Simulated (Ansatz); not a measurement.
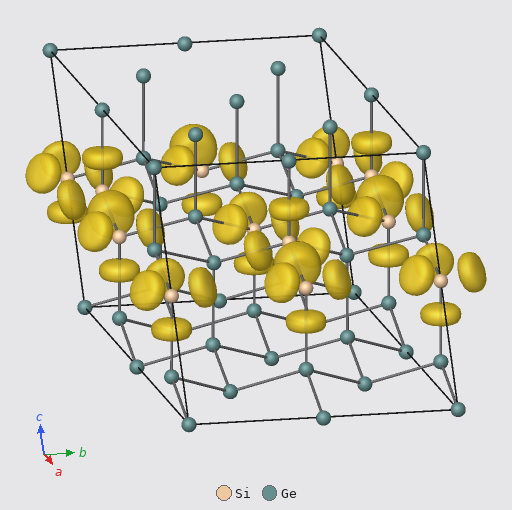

Figure. Si$_{3}$Ge$_{13}$. Isosurface of the ELF at 0.8 (yellow), seen slightly off an axis. Only the valence region is drawn (cores and ρ < 0.01 e/Å³ removed). Sticks mark near contacts.

Space group Cm; a generated structure, not necessarily the stable one.

The calculation used DFT PBEsol, scalar-relativistic, plane waves, PAW (Ansatz).

In a PAW calculation such maps are meaningful between the atoms, not at the nuclei.

Question: What do the ELF domains correspond to?

Answer: The ELF exceeds this value in 20 regions between bonded Ge–Si atoms (shared pairs) and two regions between bonded Si–Si atoms (shared pairs), counted in one cell of 32 atoms. Regions shared between cells count once.

Values along the shortest contacts:
Si–Si (2.38 Å): the ELF peaks at about 0.95 between the atoms (localised, covalent bonding). Si–Ge (2.40 Å): the ELF peaks at about 0.90 between the atoms, as expected for localised, covalent bonding.
